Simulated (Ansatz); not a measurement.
We consider rock-salt SnTe (cubic form, which distorts at low temperature), described by r²SCAN0 (plane waves, PAW; Ansatz, a program for electronic structure).

Settings: plane-wave cutoff 520 eV, 8×8×8 k mesh, Fermi–Dirac smearing 0.01 eV, scalar-relativistic PAW data made under PBE.

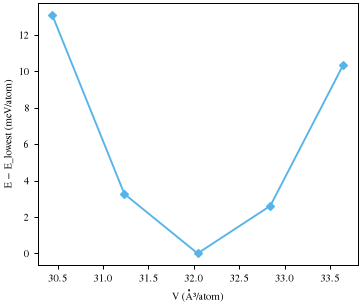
Fig. 1. Total energy against volume

**Question.** From the curve, estimate the equilibrium volume and the bulk modulus.

**Answer.** V0 ≈ 32.1 Å³/atom and B0 ≈ 46 GPa; the fit gives V0 = 32.067 Å³/atom, B0 = 46.4 GPa, B′ = 4.3.

Measured, for comparison: bulk modulus 37.8 GPa (temperature not stated, no zero-point or thermal correction; as tabulated in Toher et al. (2017), arXiv:1611.05714); equilibrium volume per atom 31.50 Å³/atom (room temperature, no zero-point or thermal correction; as tabulated in Maiti et al. (2022), arXiv:2109.01420). Computed (rounded) less measured: bulk modulus +23 %, equilibrium volume per atom +1.8 %.

Note: symmetry holds this phase in the static calculation, where it need not be a minimum.

Spin–orbit coupling is not included.
